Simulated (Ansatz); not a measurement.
```xyz
16

C     1.5304    0.1345    1.5819
C     0.7097    0.4921    0.3609
C     0.3471   -0.6944   -0.5195
C    -0.8326   -0.2706   -1.3756
C    -1.8545    0.3332   -0.4237
S    -0.8953    1.2439    0.8267
H     2.4902   -0.2963    1.2804
H     1.0007   -0.5927    2.2014
H     1.7385    1.0128    2.1962
H     1.2531    1.2309   -0.2366
H     1.2062   -1.0095   -1.1193
H     0.0602   -1.5387    0.1176
H    -0.5106    0.4855   -2.0982
H    -1.2604   -1.1049   -1.9380
H    -2.4426   -0.4444    0.0687
H    -2.5401    1.0185   -0.9231
```

Geometry: PBE0-D4/def2-TZVP.

Method: Ansatz 0.2.0, RKS PBE0-D4/def2-TZVPP.

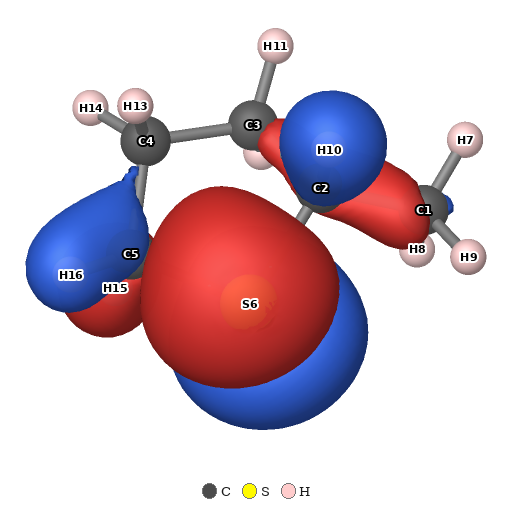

C5H10S. The HOMO at ±0.08 Å⁻³ᐟ² (red and blue are the two phases), seen at a tilt.

Q: Where does this orbital lie, and at what energy?

A: It lies mainly on S6 (about 75 %); largely a lone pair of S6. Its energy is −6.09 eV.
